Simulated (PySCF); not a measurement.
# PmSF: from a template to the relaxed complex

What shape and bonds does PmSF have? It is relaxed from a template within its point group. It is a constructed species; whether it can be made isn't addressed.

The runs use PySCF 2.14.0; PBE0, Pm lcecp-1-SVP with ECP50, S def2-SVP, F def2-SVP; scalar-relativistic core potentials, no spin–orbit coupling.

1 further run of the same task is left out (for a known fault of the program).

### 1 The system as given

3 atoms, charge 0, spin multiplicity 1.

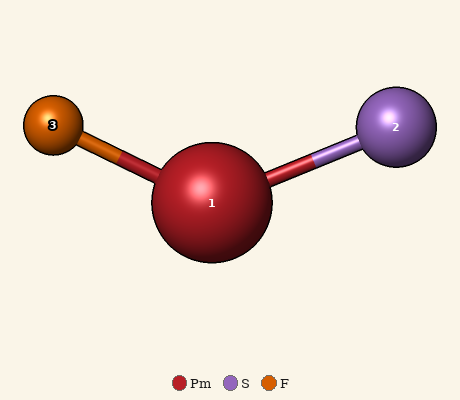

The starting geometry (promethium red, sulfur purple, fluorine orange); atoms are numbered from 1 in the order of the file.

Geometry (Å):

| atom | x (Å) | y (Å) | z (Å) |
| --- | --- | --- | --- |
| Pm1 | 0.0000 | 0.0000 | 0.0000 |
| S2 | 2.2046 | 0.0000 | 0.9866 |
| F3 | -1.9546 | 0.0000 | 0.8747 |

Formal oxidation states: Pm +3. Each metal's 4 4f electrons lie in its core potential, so multiplicities, spins and levels count the valence alone.

### 2 SCF at the start, singlet

File run.py (the lines that set the calculation):

```python
mol = gto.M(atom='''
Pm     0.00000     0.00000     0.00000
S      2.20460     0.00000     0.98660
F     -1.95460     0.00000     0.87470''',
    basis={'Pm': 'lcecp-1-SVP', 'S': 'def2-SVP', 'F': 'def2-SVP'},
    ecp={'Pm': 'lcecp-1-SVP'},
    charge=0, spin=0)
mf = dft.RKS(mol, xc='PBE0')
mf.grids.atom_grid = (50, 194)  # f atoms: unpruned, at least (60, 302)
mf = mf.density_fit()  # fitting sets: Pm AutoAux, S def2-universal-JKFIT, F def2-universal-JKFIT
mf.conv_tol = 1e-08; mf.max_cycle = 55
mf.kernel(dm0)  # dm0: free metal ions and neutral atoms
```

Command:

```bash
> OMP_NUM_THREADS=2 python run.py
```

Log:

```text
init E= -542.995504649241
  HOMO = -0.137264468517105  LUMO = -0.107986269871621  gap/eV = 0.79670
cycle= 1 E= -531.535034348753  delta_E= 11.5  |g|= 1.15  |ddm|=  2.8
  HOMO = -0.359811036345257  LUMO = -0.0632128347220267  gap/eV = 8.07085
cycle= 2 E= -531.321777575917  delta_E= 0.213  |g|= 1.17  |ddm|= 2.79
  HOMO = -0.194758296688922  LUMO = -0.113709527546924  gap/eV = 2.20545
cycle= 3 E= -531.750748293935  delta_E= -0.429  |g|= 0.387  |ddm|= 2.11
  HOMO = -0.215805692662259  LUMO = -0.0869470957172283  gap/eV = 3.50642
cycle= 4 E= -531.80164167733  delta_E= -0.0509  |g|= 0.0939  |ddm|= 0.655
  HOMO = -0.218209003349939  LUMO = -0.0981576828111912  gap/eV = 3.26676
cycle= 5 E= -531.805261159185  delta_E= -0.00362  |g|= 0.0117  |ddm|= 0.174
  HOMO = -0.215860595637492  LUMO = -0.0972123313746494  gap/eV = 3.22858
cycle= 6 E= -531.805276672494  delta_E= -1.55e-05  |g|= 0.00964  |ddm|= 0.0204
  HOMO = -0.216297701622768  LUMO = -0.096866384348953  gap/eV = 3.24989
cycle= 7 E= -531.805299212103  delta_E= -2.25e-05  |g|= 0.00159  |ddm|= 0.0103
  HOMO = -0.216432057897823  LUMO = -0.096911080998602  gap/eV = 3.25233
cycle= 8 E= -531.805300027242  delta_E= -8.15e-07  |g|= 0.00042  |ddm|= 0.00245
  HOMO = -0.216414219191727  LUMO = -0.0969268778579142  gap/eV = 3.25142
cycle= 9 E= -531.805300131419  delta_E= -1.04e-07  |g|= 0.000141  |ddm|= 0.00115
  HOMO = -0.216400674923154  LUMO = -0.0969336164015822  gap/eV = 3.25086
cycle= 10 E= -531.805300147271  delta_E= -1.59e-08  |g|= 1.81e-05  |ddm|= 0.000536
  HOMO = -0.216399388065511  LUMO = -0.0969338870606613  gap/eV = 3.25082
cycle= 11 E= -531.80530014773  delta_E= -4.59e-10  |g|= 1.19e-05  |ddm|= 0.000117
  HOMO = -0.216402539687296  LUMO = -0.0969319181350166  gap/eV = 3.25096
Extra cycle  E= -531.805300147547  delta_E= 1.83e-10  |g|= 2.53e-05  |ddm|= 5.76e-05
converged SCF energy = -531.805300147547
```

Wall time 2.2 s (2 threads of Intel Xeon Platinum 8488C (Sapphire Rapids), shared host); peak memory 0.32 GiB.

It gives: E = -531.805300 Eh, HOMO -5.89 eV, LUMO -2.64 eV, Mulliken charge on Pm1 +0.89 e. 

### 3 Relaxation, singlet

Steps are kept in the start's point group, Cs.

File run.py (the lines that set the calculation):

```python
mol = gto.M(atom='''
Pm    -0.17026     0.00000    -0.24587
S      2.03434     0.00000     0.74073
F     -2.12486     0.00000     0.62883''',
    basis={'Pm': 'lcecp-1-SVP', 'S': 'def2-SVP', 'F': 'def2-SVP'},
    ecp={'Pm': 'lcecp-1-SVP'},
    charge=0, spin=0)
mf = dft.RKS(mol, xc='PBE0')
mf.grids.atom_grid = (50, 194)  # f atoms: unpruned, at least (60, 302)
mf = mf.density_fit()  # fitting sets: Pm AutoAux, S def2-universal-JKFIT, F def2-universal-JKFIT
mf.conv_tol = 1e-08; mf.max_cycle = 55
mf.kernel(dm0)  # dm0: an SCF of this state at this start
# quasi-Newton relaxation in Cartesian coordinates to a largest gradient under 0.00045 Eh/bohr, steps kept in the point group
```

Command:

```bash
> OMP_NUM_THREADS=2 python run.py
```

The driver keeps no SCF log for this step, only its results.

Run time: 9.8 s. Hardware: 2 threads of Intel Xeon Platinum 8488C (Sapphire Rapids), shared host.

Along the way:

| step | energy from step 1 (eV) | largest force component (eV/Å) |
| --- | --- | --- |
| 1 | 0.0000 | 1.0423 |
| 2 | -0.0884 | 0.6130 |
| 3 | -0.1859 | 0.2241 |
| 4 | -0.1958 | 0.1201 |
| 5 | -0.1964 | 0.0192 |
| 6 | -0.1964 | 0.0068 |

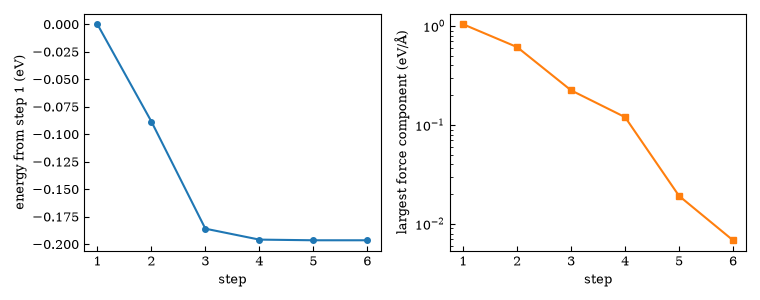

Energy and largest force along the relaxation.

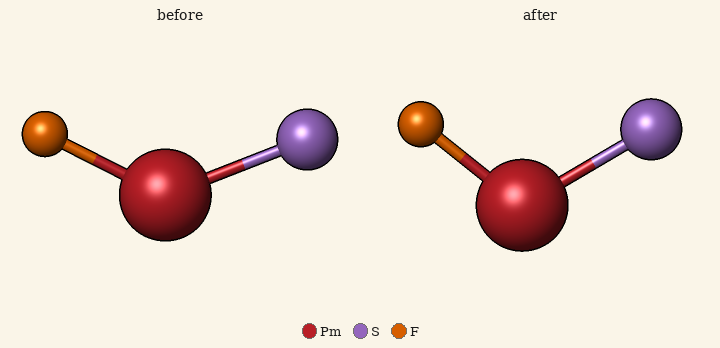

Before and after, at one scale.

Close pairs (by a distance rule), those that changed most:

| bond | before (Å) | after (Å) | change (Å) |
| --- | --- | --- | --- |
| Pm1–F3 | 2.141 | 2.057 | -0.085 |
| Pm1–S2 | 2.415 | 2.373 | -0.042 |

It ends in Cs at E = -531.812518 Eh.

```
Pm   -0.1932    0.0000   -0.4606
S     1.7922    0.0000    0.8393
F    -1.8598    0.0000    0.7450
```

### 4 The relaxed geometry turned into its symmetry frame

File run.py (the lines that set the calculation):

```python
mol = gto.M(atom='''
Pm    -0.16242     0.00000    -0.32910
S      1.82297     0.00000     0.97082
F     -1.82897     0.00000     0.87644''',
    basis={'Pm': 'lcecp-1-SVP', 'S': 'def2-SVP', 'F': 'def2-SVP'},
    ecp={'Pm': 'lcecp-1-SVP'},
    charge=0, spin=0)
mf = dft.RKS(mol, xc='PBE0')
mf.grids.atom_grid = (50, 194)  # f atoms: unpruned, at least (60, 302)
mf = mf.density_fit()  # fitting sets: Pm AutoAux, S def2-universal-JKFIT, F def2-universal-JKFIT
mf.conv_tol = 1e-08; mf.max_cycle = 55
mf.kernel(dm0)  # dm0: free metal ions and neutral atoms
```

Command:

```bash
> OMP_NUM_THREADS=2 python run.py
```

Log:

```text
init E= -543.045977462381
  HOMO = -0.141398093156358  LUMO = -0.105297522675677  gap/eV = 0.98235
cycle= 1 E= -531.494578840423  delta_E= 11.6  |g|= 1.22  |ddm|= 2.88
  HOMO = -0.386949180464151  LUMO = -0.0518327409353567  gap/eV = 9.11898
cycle= 2 E= -531.238617092585  delta_E= 0.256  |g|= 1.28  |ddm|= 3.04
  HOMO = -0.197786531004588  LUMO = -0.104493250550082  gap/eV = 2.53864
cycle= 3 E= -531.773646943386  delta_E= -0.535  |g|= 0.339  |ddm|= 2.23
  HOMO = -0.2113695238085  LUMO = -0.0810126805827984  gap/eV = 3.54719
cycle= 4 E= -531.808724985553  delta_E= -0.0351  |g|= 0.116  |ddm|= 0.563
  HOMO = -0.218455632630289  LUMO = -0.0896703171418487  gap/eV = 3.50443
cycle= 5 E= -531.811790589786  delta_E= -0.00307  |g|= 0.0531  |ddm|= 0.145
  HOMO = -0.214670427159435  LUMO = -0.0911021509411505  gap/eV = 3.36246
cycle= 6 E= -531.812493452732  delta_E= -0.000703  |g|= 0.00823  |ddm|= 0.0642
  HOMO = -0.214316229140178  LUMO = -0.0902257856223443  gap/eV = 3.37667
cycle= 7 E= -531.812517560577  delta_E= -2.41e-05  |g|= 0.00139  |ddm|= 0.0128
  HOMO = -0.214493025357417  LUMO = -0.0902216933750886  gap/eV = 3.38160
cycle= 8 E= -531.812518189836  delta_E= -6.29e-07  |g|= 0.000415  |ddm|= 0.00226
  HOMO = -0.214474643553243  LUMO = -0.0902419379341772  gap/eV = 3.38054
cycle= 9 E= -531.81251827609  delta_E= -8.63e-08  |g|= 0.000108  |ddm|= 0.000935
  HOMO = -0.214459684890807  LUMO = -0.0902448981044088  gap/eV = 3.38006
cycle= 10 E= -531.812518284142  delta_E= -8.05e-09  |g|= 1.9e-05  |ddm|= 0.000347
  HOMO = -0.21446203247341  LUMO = -0.090243275901404  gap/eV = 3.38016
Extra cycle  E= -531.812518284147  delta_E= -5.57e-12  |g|= 2.97e-05  |ddm|= 9.85e-05
converged SCF energy = -531.812518284147
```

Wall time 0.7 s (2 threads of Intel Xeon Platinum 8488C (Sapphire Rapids), shared host).

It gives: E = -531.812518 Eh, HOMO -5.84 eV, LUMO -2.46 eV, Mulliken charge on Pm1 +0.82 e. 

### 5 Harmonic vibrations

Changes to run.py (the lines that set the calculation) since step 4:

```diff
@@ -10,3 +10,4 @@
 mf = mf.density_fit()  # fitting sets: Pm AutoAux, S def2-universal-JKFIT, F def2-universal-JKFIT
-mf.conv_tol = 1e-08; mf.max_cycle = 55
-mf.kernel(dm0)  # dm0: free metal ions and neutral atoms
+mf.conv_tol = 1e-10; mf.max_cycle = 55
+mf.kernel(dm0)  # dm0: the density of the relaxed state
+# Hessian and dipole derivatives by central differences of gradients, 0.02 bohr
```

Command:

```bash
> OMP_NUM_THREADS=2 python run.py
```

No log is kept here; the results follow.

Wall time 19 s (2 threads of Intel Xeon Platinum 8488C (Sapphire Rapids), shared host).

Point group Cs; negative numbers are unstable modes, and those under 60 cm⁻¹ are near the numerical noise:

| cm⁻¹ | km/mol | symmetry |
| --- | --- | --- |
| 127 | 7.6 | a' |
| 453 | 73.9 | a' |
| 569 | 116.0 | a' |

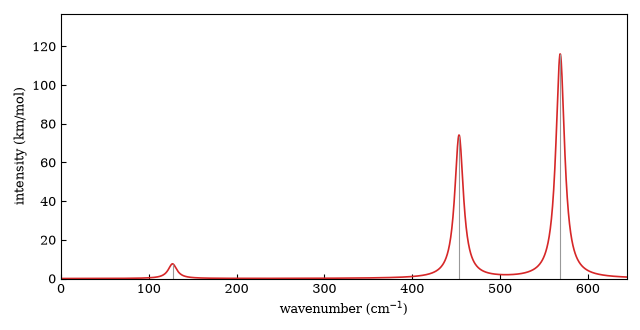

The infrared spectrum from the harmonic lines. Lines are broadened to a width of 12 cm⁻¹ (Lorentzian).

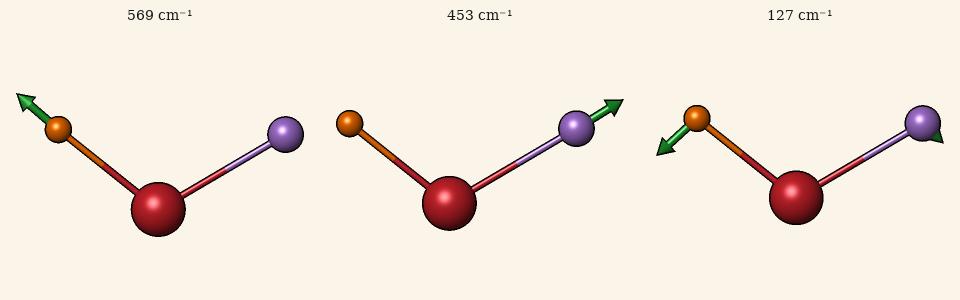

Displacements of 3 modes, as arrows.

### 6 Charges, bond orders and levels

File run.py (the lines that set the calculation):

```python
mol = gto.M(atom='''
Pm    -0.19321     0.00000    -0.46059
S      1.79218     0.00000     0.83933
F     -1.85976     0.00000     0.74495''',
    basis={'Pm': 'lcecp-1-SVP', 'S': 'def2-SVP', 'F': 'def2-SVP'},
    ecp={'Pm': 'lcecp-1-SVP'},
    charge=0, spin=0)
mf = dft.RKS(mol, xc='PBE0')
mf.grids.atom_grid = (75, 302)  # f atoms: unpruned, at least (60, 302)
mf = mf.density_fit()  # fitting sets: Pm AutoAux, S def2-universal-JKFIT, F def2-universal-JKFIT
mf.conv_tol = 1e-09; mf.max_cycle = 55
mf.kernel(dm0)  # dm0: the density of the relaxed state
```

Command:

```bash
> OMP_NUM_THREADS=2 python run.py
```

Log:

```text
init E= -531.812517178742
  HOMO = -0.214475958139517  LUMO = -0.0902390573826537  gap/eV = 3.38066
cycle= 1 E= -531.812517167711  delta_E= 1.1e-08  |g|= 0.000219  |ddm|= 0.000367
  HOMO = -0.214420024893864  LUMO = -0.0902568881816563  gap/eV = 3.37865
cycle= 2 E= -531.81251711126  delta_E= 5.65e-08  |g|= 0.000467  |ddm|= 0.000836
  HOMO = -0.214460704306647  LUMO = -0.0902430294993621  gap/eV = 3.38014
cycle= 3 E= -531.812517181683  delta_E= -7.04e-08  |g|= 3.65e-05  |ddm|= 0.000612
  HOMO = -0.214458779719438  LUMO = -0.0902443340966563  gap/eV = 3.38005
cycle= 4 E= -531.812517182058  delta_E= -3.75e-10  |g|= 7.79e-07  |ddm|= 4.14e-05
  HOMO = -0.214459020155716  LUMO = -0.0902443550740877  gap/eV = 3.38005
Extra cycle  E= -531.812517182059  delta_E= -6.82e-13  |g|= 8.74e-07  |ddm|= 1.94e-06
converged SCF energy = -531.812517182059
```

It took 4.7 s on 2 threads of Intel Xeon Platinum 8488C (Sapphire Rapids), shared host.

Result: E = -531.812517 Eh, HOMO -5.84 eV, LUMO -2.46 eV, Mulliken charge on Pm1 +0.82 e, largest force component 0.004 eV/Å. 

Löwdin charges:

| atom | value (e) |
| --- | --- |
| Pm1 | 0.40 |
| S2 | -0.10 |
| F3 | -0.30 |

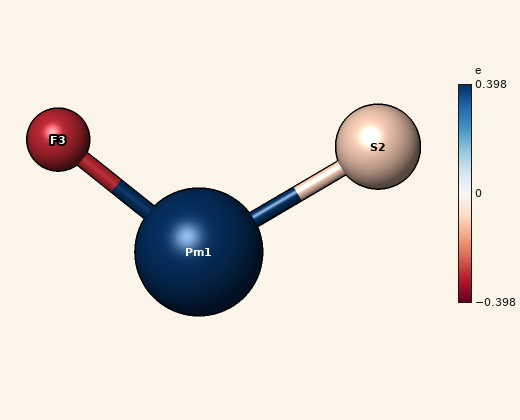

Löwdin charges, as colours on the atoms.

Mulliken charges: Pm1 +0.82, S2 -0.39, F3 -0.42 e.

Contacts (the nearest donor of each ligand) and Mayer bond orders:

| contact | distance (Å) | bond order |
| --- | --- | --- |
| Pm1–S2 (S) | 2.373 | 2.35 |
| Pm1–F3 (F) | 2.057 | 0.99 |

Mulliken populations of Pm1 outside the core potential: s 2.20, p 6.23, d 1.68, f 0.07.

Orbitals, density, ELF and potential are computed afterwards from the orbital file.

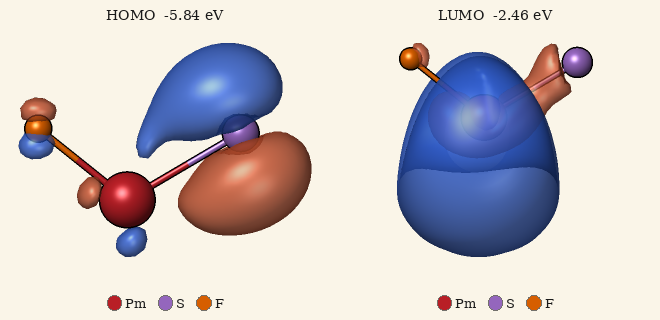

PBE0 orbitals near the gap, drawn at the value that encloses 70 % of each; the two colours are the two signs. The LUMO is diffuse and is cut off by the edge of the grid.

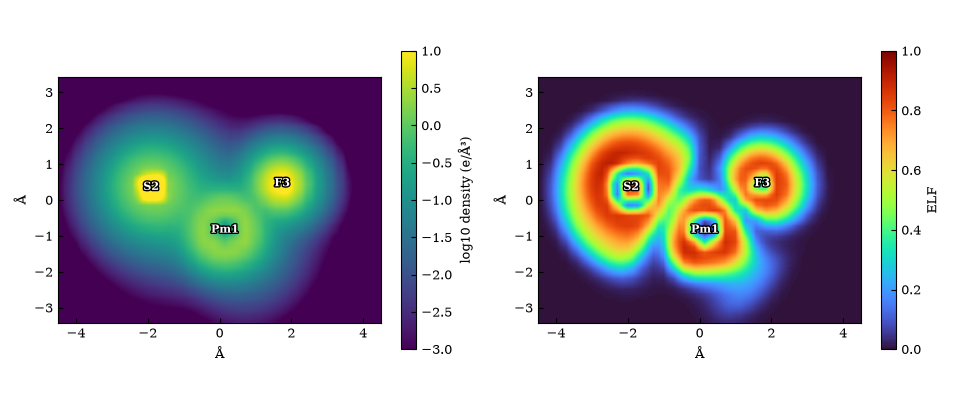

Density (left) and ELF (right) in a plane through or near 3 of the atoms.

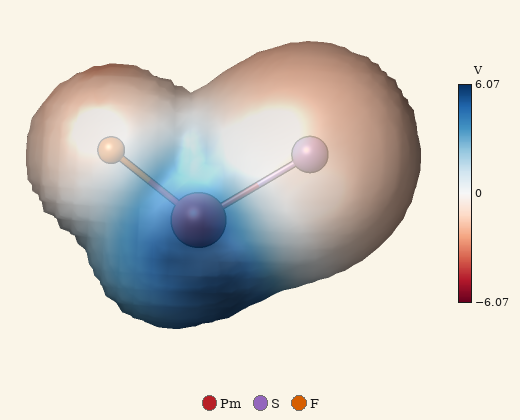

Electrostatic potential on the surface of density 0.002 e/bohr³; red is low, blue high. It runs, from the 1st to the 99th percentile, from -2.02 V near F3 to 6.07 V near Pm1.

### 7 Summary of results

| quantity | value |
| --- | --- |
| state and point group | singlet in the valence, Cs |
| modes | 127 to 569 cm⁻¹, none unstable |
| strongest infrared band (modes within 1.5 cm⁻¹ summed) | 569 cm⁻¹ (116 km/mol) |
| zero-point energy | 0.071 eV |
| ideal gas, 298 K, 1 bar | S = 315.2, Cp = 51.6 J/(mol K) |
| metal–ligand contacts | 2.06 to 2.37 Å |
| frontier levels | HOMO -5.84 eV, LUMO -2.46 eV |
| dipole | 8.37 D |
| mean polarisability | 8.3 Å³ |

**Reading.** All modes are real, so the structure is a minimum. The metal carries +0.40 e by Löwdin's partition against a formal +3, and bond orders to the nearest donors reach 2.35. Both measures hang on the basis. One start shape was tried, so another isomer may lie lower. These are double-zeta-type bases without diffuse functions. Spin–orbit coupling is left out.
